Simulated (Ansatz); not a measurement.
# Geometry relaxation of CH3AlF2

CH3AlF2, computed with HF/6-31G*, RHF (Ansatz 0.2.0).

The geometry comes from this level: PBE0-D4/def2-TZVP. Figures and captions count atoms from 1; the log counts them from 0 in places.

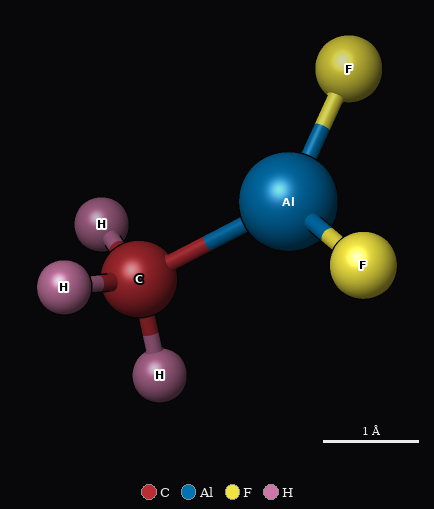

**Figure 1.** The structure as given in the input (ball-and-stick view, seen at a tilt). Sticks mark near contacts. Bond lengths as drawn: Al–C 1.93 Å, Al–F 1.64 Å and C–H 1.09 Å.

Results in brief

| quantity | value |
| --- | --- |
| outcome | converged |
| total energy | −480.560507 hartree |
| basis functions | 70 |
| largest force | 0.000 eV/Å |
| SCF solution under orbital rotations | stable |
| HOMO | −12.44 eV |
| LUMO | 2.51 eV |
| dipole moment | 2.19 D |
| hardware | 1 thread of Arm Neoverse V2, 112 GiB of memory available, shared host |
| wall time | 7.2 s |
| peak memory | 0.12 GiB |

The input
```yaml
crystal:
  periodic: [false, false, false]
  atoms:
    - symbol: C
      position_ang: [-0.253600, 0.825900, -0.238700]
    - symbol: Al
      position_ang: [0.293100, -0.956200, 0.245500]
    - symbol: F
      position_ang: [1.513200, -1.219500, 1.315500]
    - symbol: F
      position_ang: [-0.423400, -2.297600, -0.378600]
    - symbol: H
      position_ang: [-1.075800, 0.816000, -0.956100]
    - symbol: H
      position_ang: [-0.573400, 1.384500, 0.645100]
    - symbol: H
      position_ang: [0.581100, 1.378900, -0.678200]
basis:
  gaussian: {orbitals: "6-31G*"}
hamiltonian: {xc: hf}
relax: {f_tol: 0.002}
output: {orbitals: {seedname: orbitals}}
```

Launched with:
```bash
ansatz run molecule.yaml --threads 1 --pin off --max-ram 3480MiB --events-out events.jsonl --progress --plain --runs-dir runs
```

The program's output
```
The last accepted step is kept in runs//last_step.txt (removed where the run ends without a failure and the disk answers)
Functional definition: HF
  name "HF"
  exchange = exact_x
  correlation = 0
703 factors; integrals over basis functions are off by at most 3.6e-4 eV
mean field evaluation 1: about -13073.6785 eV, gradient 4.1e1 eV
mean field evaluation 2: about -13073.7101 eV, gradient 4.1e1 eV
mean field evaluation 4: about -13076.6862 eV, gradient 2.0e0 eV
mean field evaluation 8: about -13076.7080 eV, gradient 1.5e-1 eV
mean field -13076.70817749 eV, -480.5601618117 hartree, gradient 2.2e-5 eV, S^2 0.000000; 0 other end points of the search recorded, 0 dependent functions left out
the calculation of the forces begins
reference -13076.70817749 eV, -480.5601618117 hartree; 20, 20 occupied and 50, 50 virtual orbitals, 703 factors
relax step   1: F+E_penalty+E_count = -13076.70817749 eV  Δ(F+E_penalty+E_count) = +0.000e0 eV  max|allowed force component| = 5.626e-1 eV/Å  Δτ_max = 0.0000 Å  (31 SCF iters, accepted)
these checks for a lower state are left out or cut short: starts, cluster_reference, orbital_swaps, neighbouring_geometries, increment
703 factors; integrals over basis functions are off by at most 3.6e-4 eV
mean field evaluation 16: about -13076.7160 eV, gradient 1.5e-3 eV
mean field -13076.71604665 eV, -480.5604509979 hartree, gradient 1.6e-5 eV, S^2 0.000000; 0 other end points of the search recorded, 0 dependent functions left out
the calculation of the forces begins
reference -13076.71604665 eV, -480.5604509979 hartree; 20, 20 occupied and 50, 50 virtual orbitals, 703 factors
relax step   2: F+E_penalty+E_count = -13076.71604665 eV  Δ(F+E_penalty+E_count) = -7.869e-3 eV  max|allowed force component| = 2.408e-1 eV/Å  Δτ_max = 0.0133 Å  (24 SCF iters, accepted)
these checks for a lower state are left out or cut short: starts, cluster_reference, orbital_swaps, neighbouring_geometries, increment
703 factors; integrals over basis functions are off by at most 3.6e-4 eV
mean field -13076.71673590 eV, -480.5604763275 hartree, gradient 1.3e-5 eV, S^2 0.000000; 0 other end points of the search recorded, 0 dependent functions left out
the calculation of the forces begins
reference -13076.71673590 eV, -480.5604763275 hartree; 20, 20 occupied and 50, 50 virtual orbitals, 703 factors
relax step   3: F+E_penalty+E_count = -13076.71673590 eV  Δ(F+E_penalty+E_count) = -6.893e-4 eV  max|allowed force component| = 1.798e-1 eV/Å  Δτ_max = 0.0082 Å  (25 SCF iters, accepted)
these checks for a lower state are left out or cut short: starts, cluster_reference, orbital_swaps, neighbouring_geometries, increment
703 factors; integrals over basis functions are off by at most 3.6e-4 eV
mean field -13076.71754027 eV, -480.5605058873 hartree, gradient 1.5e-5 eV, S^2 0.000000; 0 other end points of the search recorded, 0 dependent functions left out
the calculation of the forces begins
reference -13076.71754027 eV, -480.5605058873 hartree; 20, 20 occupied and 50, 50 virtual orbitals, 703 factors
relax step   4: F+E_penalty+E_count = -13076.71754027 eV  Δ(F+E_penalty+E_count) = -8.044e-4 eV  max|allowed force component| = 1.458e-2 eV/Å  Δτ_max = 0.0059 Å  (23 SCF iters, accepted)
these checks for a lower state are left out or cut short: starts, cluster_reference, orbital_swaps, neighbouring_geometries, increment
703 factors; integrals over basis functions are off by at most 3.6e-4 eV
mean field evaluation 32: about -13076.7175 eV, gradient 1.2e-1 eV
mean field -13076.71757625 eV, -480.5605072095 hartree, gradient 1.5e-5 eV, S^2 0.000000; 0 other end points of the search recorded, 0 dependent functions left out
the calculation of the forces begins
reference -13076.71757625 eV, -480.5605072095 hartree; 20, 20 occupied and 50, 50 virtual orbitals, 703 factors
relax step   5: F+E_penalty+E_count = -13076.71757625 eV  Δ(F+E_penalty+E_count) = -3.598e-5 eV  max|allowed force component| = 3.790e-3 eV/Å  Δτ_max = 0.0029 Å  (23 SCF iters, accepted)
these checks for a lower state are left out or cut short: starts, cluster_reference, orbital_swaps, neighbouring_geometries, increment
703 factors; integrals over basis functions are off by at most 3.6e-4 eV
mean field -13076.71757804 eV, -480.5605072753 hartree, gradient 2.8e-5 eV, S^2 0.000000; 0 other end points of the search recorded, 0 dependent functions left out
the calculation of the forces begins
reference -13076.71757804 eV, -480.5605072753 hartree; 20, 20 occupied and 50, 50 virtual orbitals, 703 factors
relax step   6: F+E_penalty+E_count = -13076.71757804 eV  Δ(F+E_penalty+E_count) = -1.790e-6 eV  max|allowed force component| = 3.640e-4 eV/Å  Δτ_max = 0.0004 Å  (19 SCF iters, accepted)
```

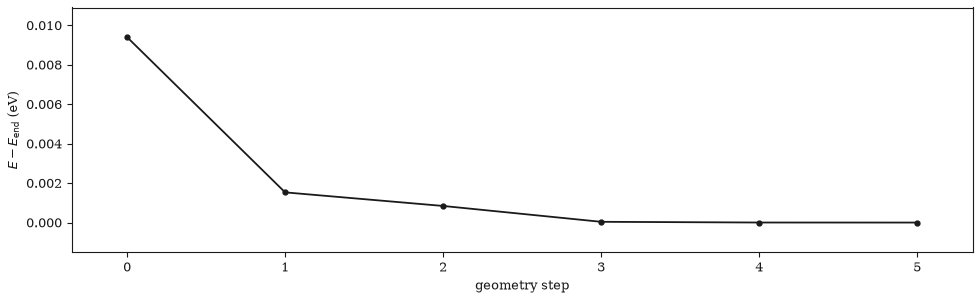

**Figure 2.** Progress of the relaxation, step by step (the first geometry is step 0 here and step 1 in the log).

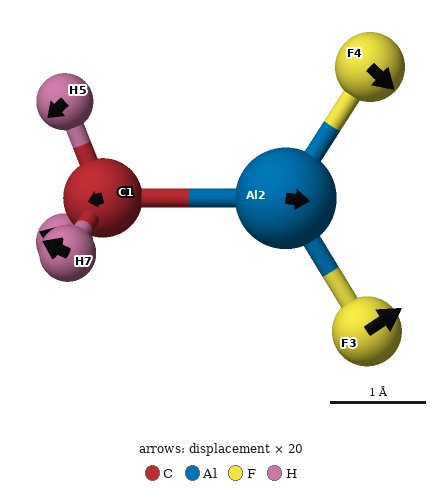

**Figure 3.** The starting structure with the displacements as black arrows, magnified 20 times (ball-and-stick view, seen on its broad side). The two geometries are laid on each other by the best rigid fit. The energy falls by 0.009 eV in 5 geometry steps. The largest force component goes from 0.56 to 0.00036 eV/Å. The largest move after the best rigid fit is that of F3, 0.022 Å. Largest moves by element: F 0.022 Å, H 0.016 Å, Al 0.013 Å, C 0.008 Å. Distances before and after: C1–Al2 1.926 → 1.947 Å, Al2–F3 1.644 → 1.635 Å, C1–H5 1.091 → 1.086 Å. (Atoms are counted from 1 in the order of the input.)

```
703 factors; integrals over basis functions are off by at most 3.6e-4 eV
mean field -13076.71757804 eV, -480.5605072753 hartree, gradient 2.8e-5 eV, S^2 0.000000; 1 other end points of the search recorded, 0 dependent functions left out
the calculation of the forces begins
reference -13076.71757804 eV, -480.5605072753 hartree; 20, 20 occupied and 50, 50 virtual orbitals, 703 factors
Total energy: -13076.71757804 eV, -480.5605072753 hartree
Atom 0 at    -0.254416     0.834162    -0.239447 Å, force    -0.000065    -0.000130    -0.000364 eV/Å
Atom 1 at     0.297738    -0.967489     0.249705 Å, force     0.000161    -0.000096    -0.000096 eV/Å
Atom 2 at     1.509731    -1.241332     1.312650 Å, force    -0.000148     0.000083     0.000016 eV/Å
Atom 3 at    -0.411212    -2.305022    -0.368153 Å, force    -0.000009     0.000045     0.000123 eV/Å
Atom 4 at    -1.072460     0.827803    -0.953082 Å, force    -0.000098     0.000057    -0.000028 eV/Å
Atom 5 at    -0.577949     1.394852     0.634314 Å, force     0.000162    -0.000053     0.000178 eV/Å
Atom 6 at     0.569768     1.389026    -0.681486 Å, force    -0.000002     0.000094     0.000171 eV/Å
Dipole moment:    -0.129148     0.420972    -0.114246 e Å
```

Trajectory as extended XYZ (Å, eV, eV/Å), 6 frames, from step=1 to step=6
```
7
Properties=species:S:1:pos:R:3:forces:R:3 step=1 energy=-13076.70818
C    -0.2536    0.8259   -0.2387   -0.0952   0.4073  -0.0893
Al    0.2931   -0.9562    0.2455    0.1749  -0.5626   0.1554
F     1.5132   -1.2195    1.3155   -0.2258   0.0045  -0.1980
F    -0.4234   -2.2976   -0.3786    0.1549   0.2176   0.1350
H    -1.0758    0.8160   -0.9561    0.1637   0.0708   0.1427
H    -0.5734    1.3845    0.6451    0.0313  -0.0685  -0.2067
H     0.5811    1.3789   -0.6782   -0.2038  -0.0692   0.0610
7
Properties=species:S:1:pos:R:3:forces:R:3 step=2 energy=-13076.71605
C    -0.2538    0.8291   -0.2389   -0.0384   0.1833  -0.0353
Al    0.2962   -0.9654    0.2484    0.0753  -0.2408   0.0656
F     1.5129   -1.2328    1.3152   -0.1297   0.0046  -0.1133
F    -0.4166   -2.3053   -0.3727    0.0873   0.1260   0.0765
H    -1.0725    0.8280   -0.9533    0.0269  -0.0096   0.0237
H    -0.5762    1.3921    0.6355    0.0083  -0.0315  -0.0302
H     0.5712    1.3864   -0.6797   -0.0296  -0.0320   0.0131
7
Properties=species:S:1:pos:R:3:forces:R:3 step=3 energy=-13076.71674
C    -0.2550    0.8371   -0.2401    0.0482  -0.1798   0.0418
Al    0.2988   -0.9675    0.2503   -0.0440   0.1174  -0.0360
F     1.5097   -1.2373    1.3128    0.0421  -0.0279   0.0362
F    -0.4145   -2.2992   -0.3709   -0.0103  -0.0582  -0.0097
H    -1.0724    0.8213   -0.9530   -0.0181   0.0452  -0.0161
H    -0.5774    1.3916    0.6366   -0.0191   0.0513   0.0038
H     0.5720    1.3860   -0.6813    0.0011   0.0520  -0.0200
7
Properties=species:S:1:pos:R:3:forces:R:3 step=4 energy=-13076.71754
C    -0.2542    0.8335   -0.2393    0.0006  -0.0010   0.0015
Al    0.2979   -0.9683    0.2501   -0.0040   0.0146  -0.0063
F     1.5105   -1.2390    1.3132   -0.0050  -0.0106  -0.0035
F    -0.4129   -2.3040   -0.3697    0.0090  -0.0028   0.0087
H    -1.0722    0.8271   -0.9530   -0.0005   0.0002  -0.0003
H    -0.5777    1.3942    0.6344   -0.0005   0.0001   0.0002
H     0.5700    1.3884   -0.6812    0.0003  -0.0005  -0.0003
7
Properties=species:S:1:pos:R:3:forces:R:3 step=5 energy=-13076.71758
C    -0.2545    0.8343   -0.2394    0.0012  -0.0016  -0.0007
Al    0.2977   -0.9673    0.2495    0.0009  -0.0038   0.0027
F     1.5096   -1.2417    1.3125    0.0000   0.0017  -0.0003
F    -0.4110   -2.3052   -0.3680   -0.0006   0.0024  -0.0009
H    -1.0724    0.8276   -0.9530   -0.0009   0.0016  -0.0012
H    -0.5780    1.3952    0.6342   -0.0001  -0.0006   0.0008
H     0.5698    1.3891   -0.6815   -0.0005   0.0004  -0.0005
7
Properties=species:S:1:pos:R:3:forces:R:3 step=6 energy=-13076.71758
C    -0.2544    0.8342   -0.2394   -0.0001  -0.0001  -0.0004
Al    0.2977   -0.9675    0.2497    0.0002  -0.0001  -0.0001
F     1.5097   -1.2413    1.3127   -0.0001   0.0001   0.0000
F    -0.4112   -2.3050   -0.3682    0.0000   0.0000   0.0001
H    -1.0725    0.8278   -0.9531   -0.0001   0.0001   0.0000
H    -0.5779    1.3949    0.6343    0.0002  -0.0001   0.0002
H     0.5698    1.3890   -0.6815    0.0000   0.0001   0.0002
```

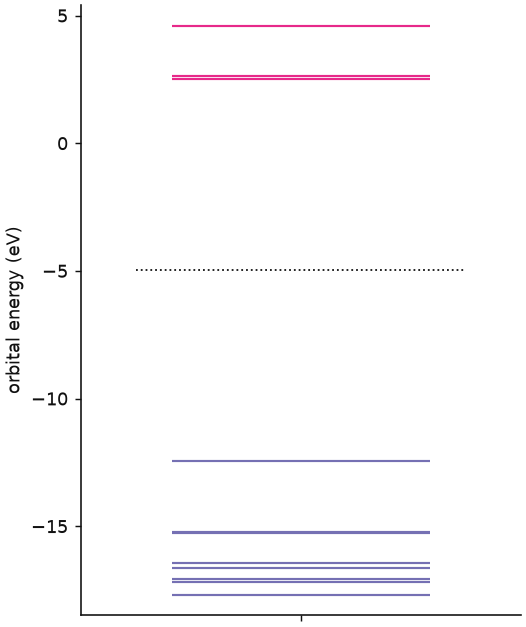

**Figure 4.** Orbital energies near the frontier; the dotted line parts filled from empty levels, and levels within 0.02 eV of each other stand side by side. Highest filled −12.44 eV, lowest empty 2.51 eV, 14.95 eV apart.

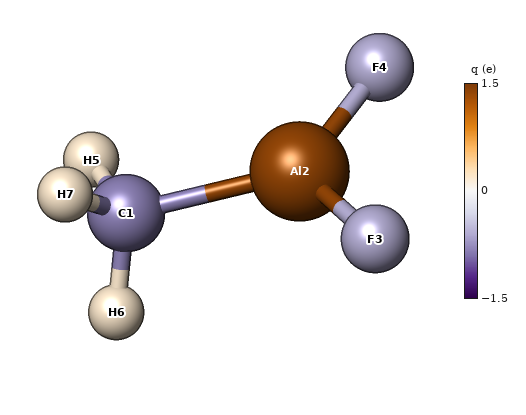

**Figure 5.** Mulliken charges, as the colour of each atom (ball-and-stick view, seen at a tilt; atoms are numbered from 1 in the order of the input; Mulliken charges depend strongly on the basis). By element: C −0.82, Al +1.39, F −0.57 and H +0.19 e.
